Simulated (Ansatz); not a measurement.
**SiH₄+ (doublet): wave-function methods side by side, cc-pVDZ**

How much of the correlation energy of SiH₄+ (doublet) does each wave-function method recover here?

Method: cc-pVDZ, core rule «outside noble gas», up to 5 orbitals frozen; program: Ansatz 0.2.0, Gaussian basis.

The runs, in order: UHF; CCSD(T) on ROHF; CCSD(T) on UHF; BCCD(T) on ROHF; CISD; CCSDT(Q) on ROHF; CCSDT(Q) on UHF; CASSCF and MRCISD+Q, 7 electrons in 8 orbitals; CASSCF and NEVPT2, 7 electrons in 8 orbitals.

20 further runs of the same task are left out: 6 for a known fault of the program, 3 that didn't finish, 11 set aside as unsound or not needed.

## 1. The system

The geometry is a PBE0/def2-TZVP stationary point (not a proven minimum).

5 atoms, charge 1, spin multiplicity 2.

Atoms are counted from 1 here; the program's logs count them from 0.

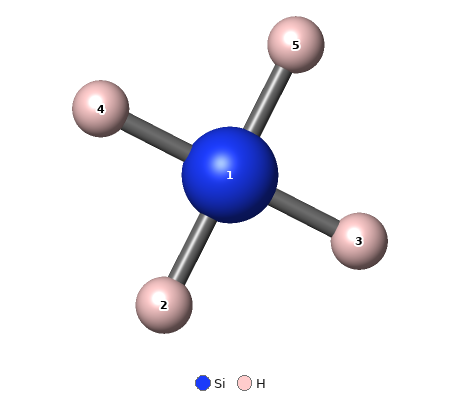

The structure; silicon blue, hydrogen pink; atoms are numbered from 1 in the order of the file.

## 2. UHF

Input file in.yaml:

```yaml
crystal:
  periodic: [false, false, false]
  atoms:
    - {symbol: Si, position_ang: [0.000000, 0.000000, 0.000000]}
    - {symbol: H, position_ang: [-0.011166, 1.090859, 1.083779]}
    - {symbol: H, position_ang: [-0.016843, -1.083830, 1.090736]}
    - {symbol: H, position_ang: [0.016843, 1.083830, -1.090736]}
    - {symbol: H, position_ang: [0.011166, -1.090859, -1.083779]}
basis:
  gaussian: {orbitals: cc-pVDZ}
total_charge: 1
magnetization: {spin_polarized: true, initial_magnetization: 1}
hamiltonian: {xc: hf}
output: {orbitals: {seedname: orbitals}}
```

Started as:

```
$ ansatz run in.yaml --threads 1 --pin off --events-out ev --progress --plain --max-ram 2393MiB
```

The runs that follow: CCSD(T) on ROHF; CCSD(T) on UHF; BCCD(T) on ROHF; CISD; CCSDT(Q) on ROHF; CCSDT(Q) on UHF; CASSCF and MRCISD+Q, 7 electrons in 8 orbitals; CASSCF and NEVPT2, 7 electrons in 8 orbitals.

Q: Predict the results of all the runs planned. Wanted: UCCSDT(Q) below the RHF energy; RMP2 from UCCSDT(Q); UMP2 from UCCSDT(Q); RCCSD from UCCSDT(Q); RCCSD(T) from UCCSDT(Q); UCCSD(T) from UCCSDT(Q); RCCSDT(Q) from UCCSDT(Q); NEVPT2 valence from UCCSDT(Q); MRCISD+Q valence from UCCSDT(Q).

As calculated:

```
                         quantity                                                                     value
   UCCSDT(Q) below the RHF energy                                                                -3.9361 eV
              RMP2 from UCCSDT(Q)                                                                +928.3 meV
              UMP2 from UCCSDT(Q)                                                                +951.4 meV
             RCCSD from UCCSDT(Q)                                                                +103.1 meV
          RCCSD(T) from UCCSDT(Q)                                                                 +23.6 meV
          UCCSD(T) from UCCSDT(Q)                                                                 +25.0 meV
         RCCSDT(Q) from UCCSDT(Q)                                                                  +0.1 meV
    NEVPT2 valence from UCCSDT(Q)                                                                +556.4 meV
  MRCISD+Q valence from UCCSDT(Q)                                                                  -5.8 meV
levels within 1 kcal/mol (43 meV)  RCCSD(T), UCCSD(T), BCCD(T), RCCSDT, UCCSDT, RCCSDT(Q), MRCISD+Q valence
                    T1 diagnostic                                                                     0.026
   effectively unpaired electrons                                                                      1.02
```

What this shows: RCCSD(T) lands +23.6 meV from the yardstick (0.6 % of the correlation energy). One determinant dominates. Of the multireference levels listed MRCISD+Q valence comes nearest in total energy (-5.8 meV), which doesn't show that its space is the better one. These misses are within one basis, not against nature; the frozen cores of restricted and unrestricted runs differ, which can shift their rows.
